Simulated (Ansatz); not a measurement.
Consider C2H9GeNO2 (SMILES C[C](O)(O)[GeH2][NH2]).

The calculation's input:

```
crystal:
  periodic: [false, false, false]
  atoms:
    - { symbol: C, position_ang: [0.2369, -1.6618, -0.9154] }
    - { symbol: C, position_ang: [-0.0494, -0.6486, 0.2373] }
    - { symbol: O, position_ang: [0.8928, -0.8494, 1.2171] }
    - { symbol: O, position_ang: [-1.2343, -0.8682, 0.802] }
    - { symbol: Ge, position_ang: [0.0551, 1.2029, -0.4198] }
    - { symbol: "N", position_ang: [-0.2331, 2.3931, 1.0217] }
    - { symbol: H, position_ang: [-0.5548, -1.4695, -1.7108] }
    - { symbol: H, position_ang: [1.2287, -1.4324, -1.3841] }
    - { symbol: H, position_ang: [0.1363, -2.648, -0.5216] }
    - { symbol: H, position_ang: [1.8106, -0.6209, 0.8615] }
    - { symbol: H, position_ang: [-2.0004, -0.6694, 0.1359] }
    - { symbol: H, position_ang: [1.4734, 1.4793, -0.9942] }
    - { symbol: H, position_ang: [-1.0811, 1.4667, -1.5002] }
    - { symbol: H, position_ang: [0.4599, 2.1616, 1.7635] }
    - { symbol: H, position_ang: [-1.1624, 2.114, 1.4365] }
basis:
  gaussian: { orbitals: def2-SVP }
hamiltonian:
  xc: b3lyp
relax:
  f_tol: 0.015
  max_steps: 40
output:
  orbitals: {}
```

Command:

```sh
ansatz run input.yaml --threads 2 --pin off --max-ram 3072MiB --backend cpu --events-out ev --progress --plain --runs-dir out
```

The fields are those of the relaxed geometry.

Computed with RKS B3LYP/def2-SVP (Ansatz 0.2.0).

### Predict the electron density and electron localisation function between the atoms.

C–C (1.53 Å): the density is about 1.7 e/Å³ at the midpoint; the ELF peaks at about 0.95 between the atoms; a covalent bond.
Ge–N (1.85 Å): ρ at the midpoint is about 0.94 e/Å³; the ELF peaks at about 0.90 in the valence shell of N, 0.6 Å from its nucleus, and is about 0.50 at the midpoint.
C–Ge (2.02 Å): the density is about 0.84 e/Å³ at the midpoint; the ELF peaks at about 0.95 in the valence shell of C, 0.7 Å from its nucleus, and is about 0.75 at the midpoint.

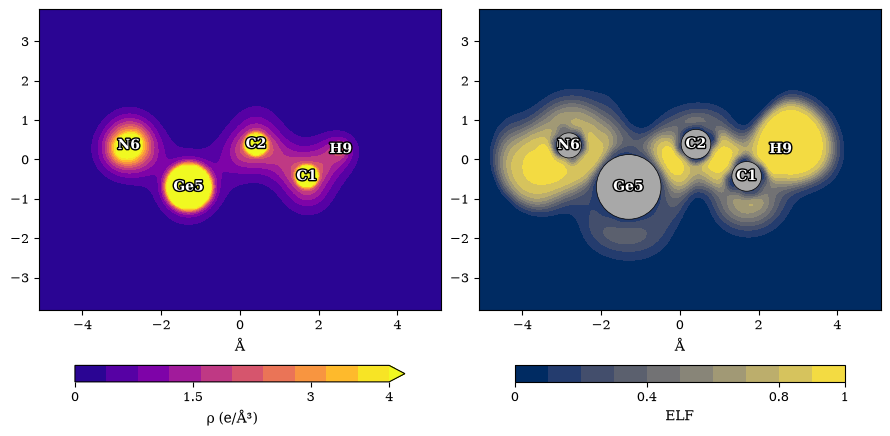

Computed electron density and electron localisation function on the plane of atoms C2, Ge5 and N6, in this order. Grey discs cover the atomic cores in the ELF map. 
